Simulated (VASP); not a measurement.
# A VASP study of MgB2 (PBEsol + D3(BJ)): structure first, properties next, part 2 of 5

Wanted: the relaxed cell of MgB2 and its properties. The start is a cell from a database of measured crystal structures.

VASP 6.6.1; PBEsol with D3(BJ); plane waves and PAW (Mg, B).

So far. Step 2 (Full relaxation (PBEsol + D3(BJ))): It ends with forces that vanish by symmetry and a pressure of 0.00 GPa. The volume lies -4.7 % from that of the database's start, which holds the thermal and zero-point expansion of its experiment. Step 3 (Second relaxation): It ends with forces that vanish by symmetry and a pressure of 0.00 GPa. The volume moved by under 0.01 %: the run met its threshold at the first step.

### 4. Single point with fields (PBEsol + D3(BJ))

The relaxed cell gets a fresh self-consistent run, on a basis set for its own volume, to fix the density and to check the remaining stress.

File INCAR:

```
SYSTEM = MgB2
PREC = Accurate
ENCUT = 420
EDIFF = 1E-06
NELM = 100
ISMEAR = 0
SIGMA = 0.05
LREAL = .FALSE.
ALGO = Normal
GGA = PS
IVDW = 12
NBANDS = 10
LORBIT = 11
LWAVE = .FALSE.
LCHARG = .TRUE.
ISIF = 2
LELF = .TRUE.
LVHAR = .TRUE.
```

File POSCAR:

```
MgB2
1.0
    3.0367461370      0.0000000000      0.0000000000
   -1.5183730685      2.6298992995      0.0000000000
    0.0000000000      0.0000000000      3.4654839979
Mg B
1 2
Direct
    0.0000000000      0.0000000000      0.0000000000
    0.3333333333      0.6666666667      0.5000000000
    0.6666666667      0.3333333333      0.5000000000
```

File KPOINTS:

```
Automatic mesh
0
Gamma
7 7 6
0 0 0
```

The projector-augmented-wave data sets are Mg and B (PBE family, release 64).

Run with:

```bash
$ mpirun -np 2 vasp_std
```

Log:

```text
[banner, memory and clock lines left out]
running    2 mpi-ranks, on    1 nodes
 distrk:  each k-point on    2 cores,    1 groups
 distr:  one band on    1 cores,    2 groups

 POSCAR found type information on POSCAR MgB
 POSCAR found :  2 types and       3 ions
 [... a notice as in an earlier step ...]

 LDA part: xc-table for (Slater+PW92), standard interpolation
 POSCAR, INCAR and KPOINTS ok, starting setup
 FFT: planning ... GRIDC
 FFT: planning ... GRID_SOFT
 FFT: planning ... GRID
 WAVECAR not read
 entering main loop
       N       E                     dE             d eps       ncg     rms          rms(c)
DAV:   1    -0.135239308058E+01   -0.13524E+01   -0.34325E+03   736   0.561E+02
[... 1 cycle as in an earlier step ...]
DAV:   3    -0.178960645332E+02   -0.33692E+00   -0.33638E+00   806   0.118E+01
[... 1 cycle as in an earlier step ...]
DAV:   5    -0.178967654260E+02   -0.22206E-05   -0.22206E-05   764   0.291E-02    0.538E+00
[... 1 cycle as in an earlier step ...]
DAV:   7    -0.162235596076E+02    0.22951E+00   -0.90423E-01   720   0.461E+00    0.782E-01
DAV:   8    -0.162202929621E+02    0.32666E-02   -0.77337E-02   708   0.161E+00    0.294E-01
[... 1 cycle as in an earlier step ...]
DAV:  10    -0.162158250163E+02    0.17729E-04   -0.12781E-03   780   0.194E-01    0.340E-02
DAV:  11    -0.162157705382E+02    0.54478E-04   -0.21476E-04   706   0.793E-02    0.176E-03
DAV:  12    -0.162157707711E+02   -0.23290E-06   -0.23081E-06   766   0.115E-02
   1 F= -.16955213E+02 E0= -.16954877E+02  d E =-.673765E-03
```

Wall time 3 s (2 MPI ranks of Intel Xeon 6975P-C (Granite Rapids), shared host); peak memory 0.23 GiB; 3.2 s of CPU time.

From OUTCAR (step 4):

```text
The static configuration has the point symmetry D_6h.

 Found     32 irreducible k-points:

   NELECT =       8.0000    total number of electrons

 E-fermi :   5.3854

 Edisp (eV)   -0.73944

  Total      -0.00156    -0.00156     0.00300    -0.00000     0.00000    -0.00000
  in kB      -0.09010    -0.09010     0.17373    -0.00000     0.00000    -0.00000
  external pressure =       -0.00 kB  Pullay stress =        0.00 kB

 POSITION                                       TOTAL-FORCE (eV/Angst)
 -----------------------------------------------------------------------------------
      0.00000      0.00000      0.00000         0.000000      0.000000      0.000000
     -0.00000      1.75327      1.73274         0.000000      0.000000     -0.000000
      1.51837      0.87663      1.73274        -0.000000      0.000000      0.000000
 -----------------------------------------------------------------------------------
    total drift:                                0.000000     -0.000000     -0.000000

  energy  without entropy=      -16.9545396738  energy(sigma->0) =      -16.95487656

[... 17 parts as in an earlier step ...]
```

This step gave:

- SCF cycles: 12

Valence electrons inside each PAW sphere by angular momentum. Sphere charges, by row:

```csv
atom,s (e),p (e),d (e),tot (e)
Mg1,0.163,0.192,0.064,0.419
B2,0.695,1.264,0,1.959
B3,0.695,1.264,0,1.959
```

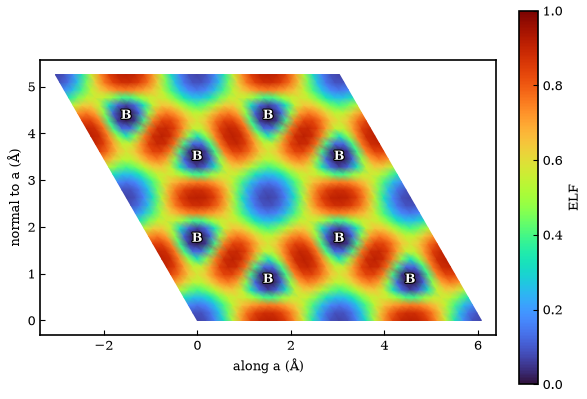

ELF in the ab plane at fractional z = 0.500, with atoms of B within 0.2 Å of it. It is the smooth field of the valence electrons, not physical close to the nuclei.

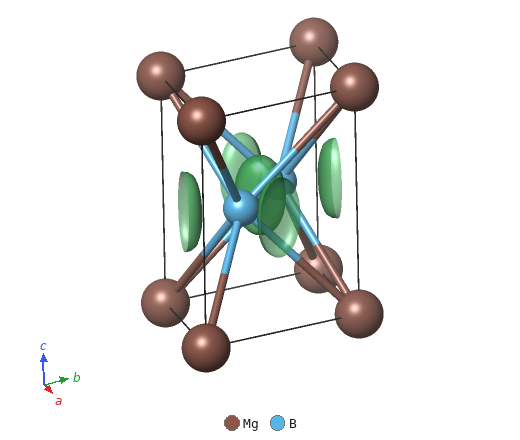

Surface of ELF = 0.83.

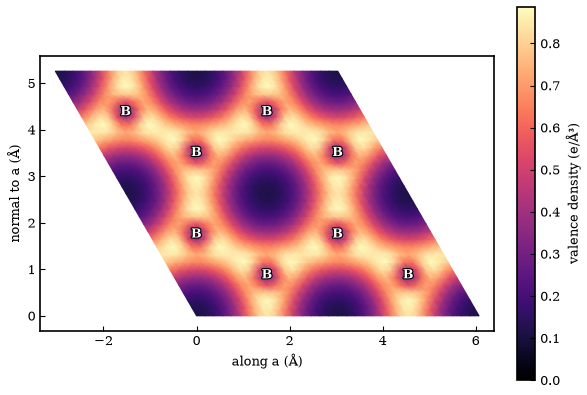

Valence density in the ab plane at fractional z = 0.500, with atoms of B within 0.2 Å of it. It is the smooth field of the valence electrons, not physical close to the nuclei.

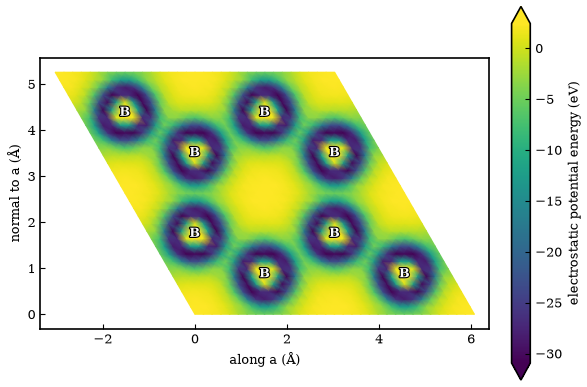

Electrostatic potential energy in the ab plane at fractional z = 0.500, with atoms of B within 0.2 Å of it. With pseudopotentials it is smooth inside the atoms' cores, unlike the true potential.

In this run the pressure is 0.00 GPa, small enough to go on.

### 5. Band structure (PBEsol + D3(BJ))

Levels along the symmetry lines show where the bands peak and cross; KPOINTS_OPT computes them in the converged potential.

File INCAR:

```
SYSTEM = MgB2
PREC = Accurate
ENCUT = 420
EDIFF = 1E-06
NELM = 100
ISMEAR = 0
SIGMA = 0.05
LREAL = .FALSE.
ALGO = Normal
GGA = PS
IVDW = 12
NBANDS = 17
LORBIT = 11
LWAVE = .FALSE.
LCHARG = .FALSE.
KPAR = 2
```

POSCAR is that of step 4.

KPOINTS is that of step 4.

File KPOINTS_OPT:

```
Line mode
16
Line-mode
Reciprocal
  0.00000000   0.00000000   0.00000000 GAMMA
  0.50000000   0.00000000   0.00000000 M

  0.50000000   0.00000000   0.00000000 M
  0.33333333   0.33333333   0.00000000 K

  0.33333333   0.33333333   0.00000000 K
  0.00000000   0.00000000   0.00000000 GAMMA

  0.00000000   0.00000000   0.00000000 GAMMA
  0.00000000   0.00000000   0.50000000 A

  0.00000000   0.00000000   0.50000000 A
  0.50000000   0.00000000   0.50000000 L

  0.50000000   0.00000000   0.50000000 L
  0.33333333   0.33333333   0.50000000 H

  0.33333333   0.33333333   0.50000000 H
  0.00000000   0.00000000   0.50000000 A

  0.50000000   0.00000000   0.50000000 L
  0.50000000   0.00000000   0.00000000 M

  0.33333333   0.33333333   0.00000000 K
  0.33333333   0.33333333   0.50000000 H
```

Run with:

```bash
$ mpirun -np 2 vasp_std
```

Log:

```text
[... set-up lines as in an earlier step ...]
 entering main loop
       N       E                     dE             d eps       ncg     rms          rms(c)
DAV:   1     0.609581919505E-01    0.60958E-01   -0.31938E+03  1240   0.334E+02
DAV:   2    -0.176006761608E+02   -0.17662E+02   -0.17017E+02  1436   0.799E+01
DAV:   3    -0.178961895244E+02   -0.29551E+00   -0.29433E+00  1256   0.755E+00
DAV:   4    -0.178967634748E+02   -0.57395E-03   -0.57392E-03  1404   0.370E-01
DAV:   5    -0.178967654308E+02   -0.19561E-05   -0.19561E-05  1255   0.227E-02    0.538E+00
DAV:   6    -0.164534475187E+02    0.14433E+01   -0.11861E+00  1213   0.402E+00    0.248E+00
DAV:   7    -0.162242344348E+02    0.22921E+00   -0.60222E-01  1266   0.282E+00    0.787E-01
DAV:   8    -0.162200779977E+02    0.41564E-02   -0.54988E-02  1183   0.969E-01    0.303E-01
DAV:   9    -0.162158361659E+02    0.42418E-02   -0.66210E-03  1183   0.296E-01    0.578E-02
DAV:  10    -0.162157943968E+02    0.41769E-04   -0.65625E-04  1324   0.104E-01    0.275E-02
DAV:  11    -0.162157711895E+02    0.23207E-04   -0.54902E-05  1210   0.313E-02    0.375E-03
DAV:  12    -0.162157707571E+02    0.43238E-06   -0.20611E-06  1302   0.623E-03
   1 F= -.16955213E+02 E0= -.16954877E+02  d E =-.673511E-03
 Start KPOINTS_OPT (optional k-point list driver)
k-point batch [1-32\144]
       N       E                     dE             ncg
DAV:   1     0.789336367542E+03   -0.64350E+04     1216
DAV:   2     0.251539764788E+03   -0.53780E+03     1452
DAV:   3     0.240312473612E+03   -0.11227E+02     1312
DAV:   4     0.240286424671E+03   -0.26049E-01     1378
DAV:   5     0.240286320515E+03   -0.10416E-03     1287
DAV:   6     0.240286319947E+03   -0.56860E-06     1173
[...]
k-point batch [129-144\144]
       N       E                     dE             ncg
DAV:   1     0.547293313305E+04   -0.49168E+04      592
DAV:   2     0.522453184853E+04   -0.24840E+03      724
DAV:   3     0.522063523807E+04   -0.38966E+01      604
DAV:   4     0.522062781414E+04   -0.74239E-02      659
DAV:   5     0.522062777831E+04   -0.35827E-04      597
DAV:   6     0.522062777809E+04   -0.22411E-06      546
```

It took 8 s on 2 MPI ranks; peak memory 0.27 GiB.

From OUTCAR (step 5):

```text
   k-points           NKPTS =     32   k-points in BZ     NKDIM =     32   number of bands    NBANDS=     17

   NELECT =       8.0000    total number of electrons

 E-fermi :   5.3854

 k-point     1 :       0.0000    0.0000    0.0000
  band No.  band energies     occupation
      1      -7.1663      2.00000
      2       2.5038      2.00000
      3       5.9226      0.00000
      4       5.9226      0.00000
      5       7.3081      0.00000
      6      12.0027      0.00000
      7      12.0027      0.00000
    ...

 Edisp (eV)   -0.73944

  Total      -0.00163    -0.00163     0.00283    -0.00000     0.00000     0.00000
  in kB      -0.09420    -0.09420     0.16407    -0.00000     0.00000     0.00000
  external pressure =       -0.01 kB  Pullay stress =        0.00 kB

 POSITION                                       TOTAL-FORCE (eV/Angst)
 -----------------------------------------------------------------------------------
      0.00000      0.00000      0.00000        -0.000000     -0.000000     -0.000000
     -0.00000      1.75327      1.73274        -0.000000     -0.000000      0.000000
      1.51837      0.87663      1.73274         0.000000      0.000000     -0.000000
 -----------------------------------------------------------------------------------
    total drift:                                0.000000     -0.000000     -0.000000

  FREE ENERGIE OF THE ION-ELECTRON SYSTEM (eV)
  ---------------------------------------------------
  free  energy   TOTEN  =       -16.9552134247 eV

  energy  without entropy=      -16.9545399140  energy(sigma->0) =      -16.95487667

[... 10 parts as in an earlier step ...]

[... 6 further parts left out ...]
```

Numbers from this step:

```
bands    : 17
pressure : -8.11e-4 GPa
```

Electronic bands along the path, in eV, zero at the Fermi level; # counts the bands kept:

| point | #1 | #2 | #3 | #4 | #5 | #6 | #7 |
| --- | --- | --- | --- | --- | --- | --- | --- |
| Γ | -12.55 | -2.88 | 0.54 | 0.54 | 1.92 | 6.62 | 6.62 |
| M | -8.51 | -7.90 | -2.10 | 0.35 | 3.33 | 4.10 | 5.71 |
| K | -7.22 | -7.22 | -5.95 | 1.99 | 1.99 | 6.52 | 6.52 |
| Γ | -12.55 | -2.88 | 0.54 | 0.54 | 1.92 | 6.62 | 6.62 |
| A | -11.21 | -7.51 | 0.94 | 0.94 | 6.92 | 6.92 | 8.38 |
| L | -7.48 | -6.96 | -3.54 | -1.81 | -1.18 | 6.14 | 9.32 |
| H | -6.28 | -6.28 | -5.26 | -1.94 | -1.94 | 3.94 | 12.11 |
| A | -11.21 | -7.51 | 0.94 | 0.94 | 6.92 | 6.92 | 8.38 |
| jump to L | -7.48 | -6.96 | -3.54 | -1.81 | -1.18 | 6.14 | 9.32 |
| M | -8.51 | -7.90 | -2.10 | 0.35 | 3.33 | 4.10 | 5.71 |
| jump to K | -7.22 | -7.22 | -5.95 | 1.99 | 1.99 | 6.52 | 6.52 |
| H | -6.28 | -6.28 | -5.26 | -1.94 | -1.94 | 3.94 | 12.11 |

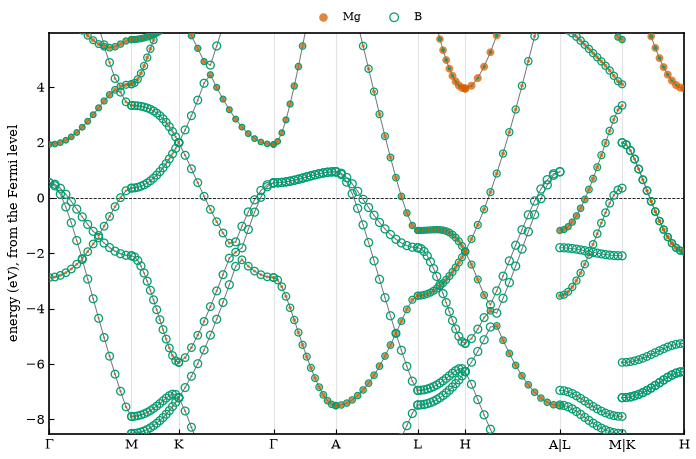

Electronic bands along the path; dots are coloured as in the legend, and their area grows with the weight.

There is no gap at this level.

Of the bands kept, 3 cross the Fermi level on this path.

### 6. Density of states (PBEsol + D3(BJ))

Here the states are counted by energy and projected on the atoms. The mesh is finer than in the run before.

INCAR: that of step 5 with these lines changed.

```diff
@@ -5,3 +5,3 @@
 NELM = 100
-ISMEAR = 0
+ISMEAR = -5
 SIGMA = 0.05
@@ -16 +16,2 @@
 KPAR = 2
+NEDOS = 2001
```

POSCAR is that of step 5.

File KPOINTS:

```
Automatic mesh
0
Gamma
11 11 8
0 0 0
```

Run with:

```bash
$ mpirun -np 2 vasp_std
```

Log:

```text
[... set-up lines as in an earlier step ...]
 entering main loop
       N       E                     dE             d eps       ncg     rms          rms(c)
DAV:   1     0.222280577778E+00    0.22228E+00   -0.32168E+03  3040   0.335E+02
DAV:   2    -0.175808766192E+02   -0.17803E+02   -0.17185E+02  3602   0.792E+01
DAV:   3    -0.178964413662E+02   -0.31556E+00   -0.31416E+00  3147   0.784E+00
DAV:   4    -0.178970806801E+02   -0.63931E-03   -0.63877E-03  3459   0.396E-01
DAV:   5    -0.178970830624E+02   -0.23823E-05   -0.23824E-05  3215   0.248E-02    0.538E+00
DAV:   6    -0.164552438236E+02    0.14418E+01   -0.12026E+00  3054   0.401E+00    0.256E+00
DAV:   7    -0.162193870910E+02    0.23586E+00   -0.69320E-01  3233   0.301E+00    0.776E-01
DAV:   8    -0.162172521150E+02    0.21350E-02   -0.82281E-02  2978   0.115E+00    0.426E-01
DAV:   9    -0.162092162292E+02    0.80359E-02   -0.16870E-02  2872   0.455E-01    0.646E-02
DAV:  10    -0.162094214365E+02   -0.20521E-03   -0.78611E-04  3453   0.125E-01    0.215E-02
DAV:  11    -0.162094029603E+02    0.18476E-04   -0.17408E-05  3062   0.206E-02    0.295E-03
DAV:  12    -0.162094104777E+02   -0.75174E-05   -0.28227E-07  2039   0.221E-03    0.148E-03
DAV:  13    -0.162094051187E+02    0.53590E-05   -0.11774E-07  1532   0.134E-03    0.767E-05
DAV:  14    -0.162094055185E+02   -0.39981E-06   -0.53257E-09  1445   0.361E-04
   1 F= -.16948848E+02 E0= -.16948848E+02  d E =0.000000E+00
 -----------------------------------------------------------------------------
|                                                                             |
|           W    W    AA    RRRRR   N    N  II  N    N   GGGG   !!!           |
|           W    W   A  A   R    R  NN   N  II  NN   N  G    G  !!!           |
|           W    W  A    A  R    R  N N  N  II  N N  N  G       !!!           |
|           W WW W  AAAAAA  RRRRR   N  N N  II  N  N N  G  GGG   !            |
|           WW  WW  A    A  R   R   N   NN  II  N   NN  G    G                |
|           W    W  A    A  R    R  N    N  II  N    N   GGGG   !!!           |
|                                                                             |
|     Tetrahedron method does not include variations of the Fermi             |
|     occupations, so forces and stress will be inaccurate. We suggest        |
|     using a different smearing scheme ISMEAR = 1 or 2 for metals in         |
|     relaxations.                                                            |
|                                                                             |
 -----------------------------------------------------------------------------
```

The job ended after 8 s (2 MPI ranks; peak memory 0.29 GiB; 11 s of CPU time).

From OUTCAR (step 6):

```text
   k-points           NKPTS =     80   k-points in BZ     NKDIM =     80   number of bands    NBANDS=     17

   NELECT =       8.0000    total number of electrons

 E-fermi :   5.4895

 k-point     1 :       0.0000    0.0000    0.0000
  band No.  band energies     occupation
      1      -7.1382      2.00000
      2       2.5170      2.00000
      3       5.9761     -0.20858
      4       5.9761      0.00000
      5       7.2951      0.00000
      6      12.0448      0.00000
      7      12.0448      0.00000
    ...

 Edisp (eV)   -0.73944

  Total       0.10249     0.10249    -0.11480    -0.00000    -0.00000     0.00000
  in kB       5.93298     5.93298    -6.64594    -0.00000    -0.00000     0.00000
  external pressure =        1.74 kB  Pullay stress =        0.00 kB

 POSITION                                       TOTAL-FORCE (eV/Angst)
 -----------------------------------------------------------------------------------
      0.00000      0.00000      0.00000         0.000000      0.000000     -0.000000
     -0.00000      1.75327      1.73274        -0.000000      0.000000      0.000000
      1.51837      0.87663      1.73274         0.000000     -0.000000     -0.000000
 -----------------------------------------------------------------------------------
    total drift:                                0.000000     -0.000000     -0.000000

  FREE ENERGIE OF THE ION-ELECTRON SYSTEM (eV)
  ---------------------------------------------------
  free  energy   TOTEN  =       -16.9488481861 eV

  energy  without entropy=      -16.9488481861  energy(sigma->0) =      -16.94884819

[... 6 parts as in an earlier step ...]

[... 10 further parts left out ...]
```

With tetrahedra the forces and stress of a metal are not exact derivatives of the energy.

Numbers from this step:

* SCF cycles: 14
* irreducible k-points: 80
* free energy (TOTEN): -16.95 eV
* Fermi energy: 5.489 eV
* pressure: 0.1740 GPa
* DOS at the Fermi level: 0.6928 states/eV/cell

The density of states has structure finer than the step of the table below, so its rows give means over 1 eV, whole bins alone (the curve runs from -12.0 to 7.99 eV). Peaks (eV: height): total -8.6: 0.600, -5.1: 0.790, -1.9: 1.21, 6.5: 1.81; B p -1.9: 0.623, 6.5: 0.375, 7.3: 0.329; B s -8.6: 0.242, -6.3: 0.163, 6.3: 0.197; Mg s -5.3: 0.0284, 6.4: 0.115.

States under -12.0 eV and over 8.0 eV are left out. The density of states by energy, zero at the Fermi level; means over each step; values in states/eV/cell:

| energy (eV) | total | B p | B s | Mg s |
| --- | --- | --- | --- | --- |
| -11 | 0.416 | 0.0180 | 0.182 | 0.0132 |
| -10 | 0.438 | 0.0353 | 0.183 | 0.0105 |
| -9 | 0.494 | 0.0548 | 0.200 | 0.00769 |
| -8 | 0.400 | 0.0546 | 0.162 | 0.00334 |
| -7 | 0.501 | 0.121 | 0.120 | 0.0173 |
| -6 | 0.629 | 0.167 | 0.128 | 0.0205 |
| -5 | 0.720 | 0.231 | 0.0989 | 0.0225 |
| -4 | 0.852 | 0.309 | 0.0765 | 0.0194 |
| -3 | 0.991 | 0.407 | 0.0679 | 0.0127 |
| -2 | 1.10 | 0.545 | 0.0477 | 0.00799 |
| -1 | 0.875 | 0.421 | 0.0223 | 0.0101 |
| 0 | 0.676 | 0.315 | 0.00849 | 0.0108 |
| 1 | 0.301 | 0.102 | 0.00165 | 0.00784 |
| 2 | 0.311 | 0.0963 | 0.00340 | 0.00784 |
| 3 | 0.436 | 0.121 | 0.0122 | 0.0133 |
| 4 | 0.442 | 0.103 | 0.0167 | 0.0186 |
| 5 | 0.540 | 0.111 | 0.0354 | 0.0356 |
| 6 | 1.22 | 0.207 | 0.145 | 0.0898 |
| 7 | 1.23 | 0.297 | 0.115 | 0.0780 |

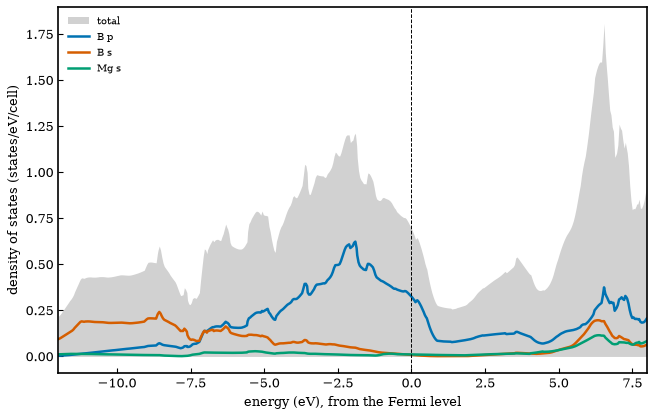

Density of states against energy.

The finer mesh and the other smearing move the Fermi level by +0.10 eV from the 7×7×6 run, one measure of the sampling error in the zero of the bands above. Of the states within 0.3 eV of the Fermi level, the largest shares in the PAW spheres are B p 47 %. The rest lies in smaller channels or between the spheres.

[end of part 2 of 5]

[Lines on the potential files, build, host, timing and source positions are cut from VASP's logs without a mark.]

[Logs are printed without paths, hosts, clocks, repeated set-up lines and the standing remarks that a program may print on its own settings, such as how far it seeks lower states.]

[Hosts, paths, dates, database ids (printed as entryN), source tags and the programs' standing remarks are cut or masked in the printed files.]

[A measured line is paired with the nearest computed mode of its activity, which favours agreement.]
